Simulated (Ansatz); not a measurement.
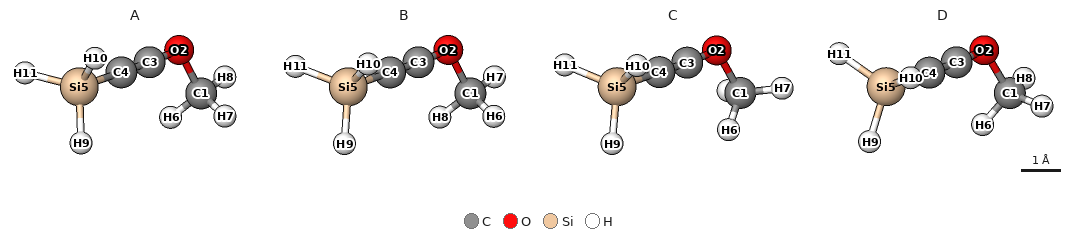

4 geometries from a converged minimum-energy path of C3H6OSi, shuffled. The picture is a ball-and-stick view, seen from a free direction.

These are results of RKS PBE-D4/6-31G* (Ansatz), not measurements. Settings: 7 movable images; climbing image; force threshold 0.05 eV/Å; iteration limit 60; starting path through a guess of the saddle point.

One of them is the converged climbing image. Which?

C. In order along the path, whose images run from 0 to 8: B (image 0, 0.000 eV), C (image 3, +0.053 eV), D (image 5, +0.008 eV), A (image 7, 0.000 eV). The motion is a rotation about the C1–O2 bond by about 120°, with a turn of about 35° about C3–C4, with a turn of about 420° about C4–Si5. No bond forms or breaks between the ends. Bond angles that change up to the highest image, for instance: O2–C1–H8 109.9° → 107.6°, O2–C1–H7 105.5° → 107.6°.
